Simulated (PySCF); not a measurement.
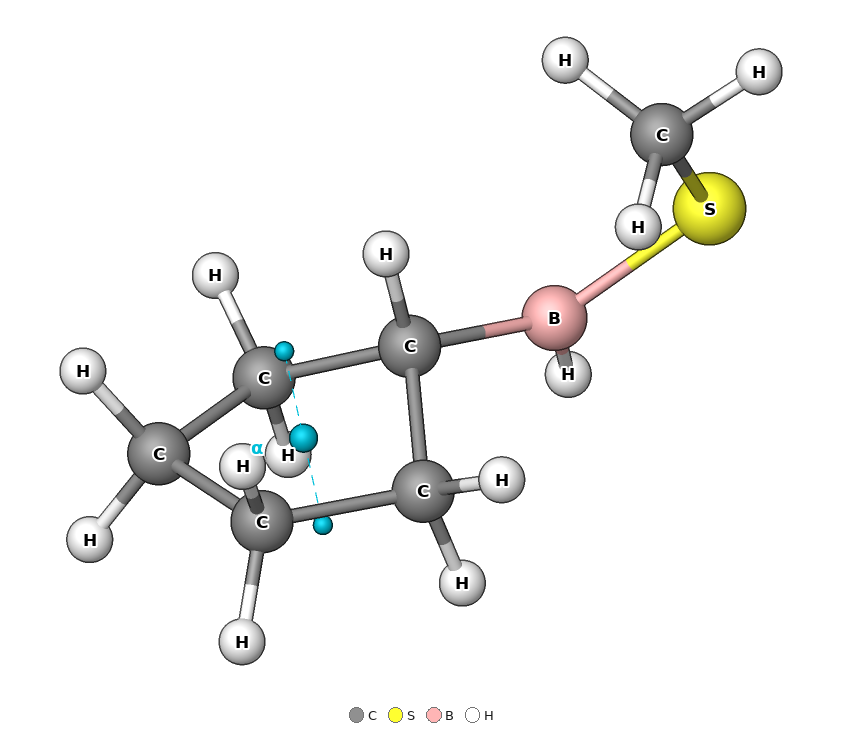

The small points mark where nucleus-independent chemical shifts (NICS) were computed: at the centre of each lettered ring and 1 Å above and below it. The geometry was computed by an optimisation with GFN2-xTB. No frequency run is at hand to confirm it as a minimum. Level of theory: GIAO PBE0/pcSseg-1 NMR shielding, non-relativistic, gas phase (PySCF 2.14.0).

Give NICS(0), NICS(1) and the out-of-plane component NICS(1)zz for each ring (means of the two sides).

| ring | members | NICS(0) | NICS(1) | NICS(1)zz |
| --- | --- | --- | --- | --- |
| α | C5 | −5.8 | −4.1 | −4.8 |

Values in ppm.

Question: What do the values say about the ring currents?

Answer: Ring α: weak, as in a non-aromatic ring. NICS is one index among several.

The geometry is semi-empirical. Around B such bond lengths and angles can be off by a tenth of an ångström or more and by several degrees, and values that hang on the shape move with them.
